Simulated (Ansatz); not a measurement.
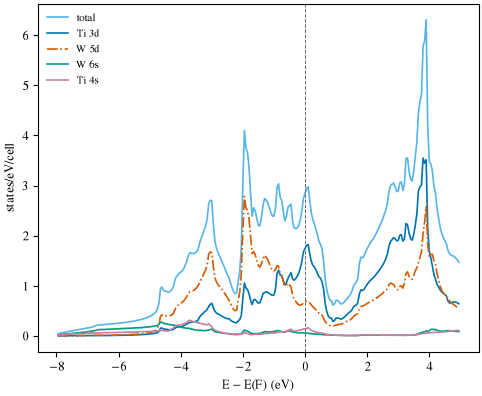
Fig. 1. Total and projected density of states of TiW in space group Cmmm (No. 65; Ti on 2a, W on 2c), the program Ansatz at the r²SCAN level (PAW)

Which orbitals carry the states next to the Fermi level?

Within 0.5 eV of the Fermi level: Ti 3d 58 %, W 5d 27 %, outside the projected shells 7 %. Projections are on Löwdin-orthogonalised atomic valence shells; empty p or d shells of many metals are not among them.

Where is the tallest occupied peak in this window, and what makes it?

Near -1.9 eV, about 4.1 states/eV per cell; the largest projected share is W 5d.

The first step of the workflow began from a Materials Project structure, measured or hypothetical; the Crystallography Open Database copy checked does not list it. With Ti and W taken as one species the cell has the higher symmetry Im-3m, so it may be an ordered model of a mixed-site phase. Its standing as an ambient phase is unchecked. The r²SCAN relaxation kept the symmetry of its start; whether a distortion lowers the energy is not shown. The run is not spin-polarised. Spin–orbit coupling is left out wherever it is not named.

Potentials: the later of the program's two PAW sets.
